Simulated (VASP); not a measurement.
Band structure of Al3Sc (space group Pm-3m). All values below come from PBE GGA, VASP's PBE PAW potentials (set 64) (plane waves; VASP 6.6.1).

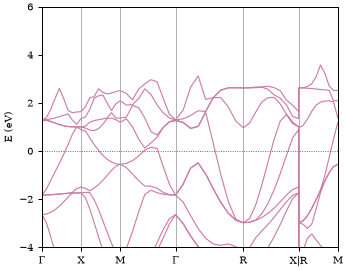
Bands along high-symmetry lines, zero at the valence-band maximum or, without a gap, the Fermi level

Problem. Read the plot: is there a gap, and where are the band edges?

Solution. It has no gap at this level: it comes out as a metal or semimetal.

The structure is a typed Al3Sc crystal (Pm-3m). The cell was not relaxed at this level.
